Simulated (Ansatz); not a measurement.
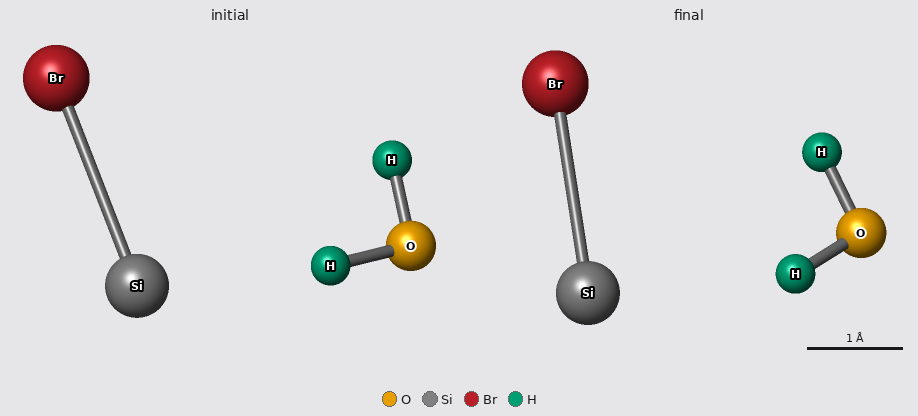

The structure of SiH2OBr (charge −1) before (left) and after (right) a relaxation, at one scale.

Style: ball-and-stick. Shown from a free direction.

It is one of the separated reactants of a reaction.

Method: Ansatz, RKS PBE0-D4/def2-TZVPD. (force threshold 0.005 eV/Å; at most 200 steps)

What changed between the two?

The largest move after the best rigid fit is that of the Br atom, 0.47 Å. Largest moves by element: Br 0.47 Å, H 0.34 Å, O 0.16 Å, Si 0.14 Å. Among the contacts that change: H–O 1.030 → 0.994 Å, Br–Si 2.414 → 2.383 Å, H–O 0.974 → 0.962 Å. The energy falls by 0.035 eV in 14 accepted moves (16 points after the start). The largest force component goes from 0.74 to 0.0028 eV/Å. The line search rejected the trial steps at points 3, 15 of the run.

Limits of the set-up: the start holds two separate molecules, 2.4 Å apart at their closest, whose relative position is a soft coordinate.
